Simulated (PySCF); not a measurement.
C3H10N2, SMILES `CC(N)CN`.

Computed with PySCF, B3LYP/6-311G**, geometry: GFN2-xTB. No frequency check shows the geometry to be a minimum. Without diffuse functions Rydberg states are missing, so the states' numbers hold for this basis only.

The calculation's input:

```python
import numpy as np
from pyscf import gto, scf, dft, tdscf
from pyscf.scf import atom_ks, atom_hf
from scipy.linalg import block_diag

def solve(mol, dm0=None, hcore=None):
    mf = (dft.UKS if mol.spin else dft.RKS)(mol, xc='b3lyp')
    mf.grids.level = 3
    mf = mf.density_fit(auxbasis='def2-universal-jkfit')
    mf.conv_tol, mf.max_cycle = 1e-8, 80
    if hcore is not None:
        mf.get_hcore = lambda *args: hcore
    mf.kernel(dm0)
    if not mf.converged:
        mf = mf.newton().run(mf.mo_coeff, mf.mo_occ, max_cycle=30)
    assert mf.converged, 'SCF not converged'
    return mf

mol = gto.M(atom='''
C      1.77808     0.66933     0.00271
C      0.47232    -0.03972     0.34579
N      0.54423    -1.42539    -0.08569
C     -0.73225     0.70763    -0.25849
N     -1.95743    -0.01136     0.06115
H      1.90052     0.73255    -1.07672
H      1.78970     1.67530     0.41410
H      2.61273     0.10836     0.41276
H      0.35038    -0.05961     1.43713
H      0.71220    -1.45878    -1.08725
H     -0.35630    -1.86479     0.07904
H     -0.63593     0.72375    -1.34914
H     -0.72889     1.75117     0.09869
H     -2.10275    -0.01793     1.06621
H     -2.75821     0.44373    -0.36306
''', basis='6-311g**', charge=0, spin=0, verbose=4)
mf = solve(mol)
td = mf.TDDFT()
td.nstates, td.singlet, td.conv_tol = 4, True, 1e-5
td.kernel()
td.analyze()
x, y = np.array([p[0] for p in td.xy]), np.array([p[1] + 0 * p[0] for p in td.xy])
f, mu = td.oscillator_strength(), td.transition_dipole()
nto = [td.get_nto(state=i + 1, verbose=4) for i in range(len(td.e))]
# spherically averaged free atoms, for the promolecule
atm = atom_ks.get_atm_nrks(mol, xc='b3lyp')
pro = block_diag(*[(atm[a[0]][2] * atm[a[0]][3]) @ atm[a[0]][2].T for a in mol._atom])
np.savez('result.npz', e=td.e, f=f, ok=td.converged, w=[n[0] for n in nto], nto=[n[1] for n in nto], x=x, y=y, c=mf.mo_coeff, occ=mf.mo_occ, eps=mf.mo_energy, pro=pro, mu=mu)
```

Run with:

```sh
OMP_NUM_THREADS=1 python input.py
```

The run took 3.7 min on 1 thread of AMD EPYC 9R45 96-Core Processor (Zen 5), on a shared host, peak memory 0.86 GiB.

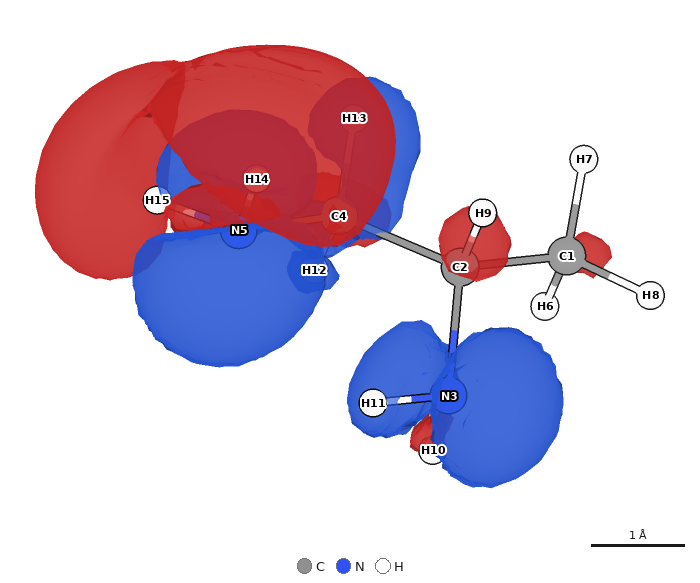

Unrelaxed difference density of S₂ less the ground state (full linear response singlet states), ±0.015 e/Å³; red: gain, blue: loss.

How does the charge move on excitation?

Answer. 0.79 e is displaced in all, of which about 0.5 e passes between atoms: N5 (0.38 e) and N3 (0.15 e) lose electrons and H15 (0.16 e) and H14 (0.15 e) gain them. The state: 6.40 eV (194 nm), f = 0.027, partly diffuse acceptor orbital, which a basis without diffuse functions describes poorly; the leading pair carries 91 %; hole on N5 (52 %), N3 (19 %) and C4 (8 %), electron on H15 (20 %), H14 (19 %) and N5 (15 %) (atom shares of so diffuse an orbital are rough); their centroids lie 0.8 Å apart.
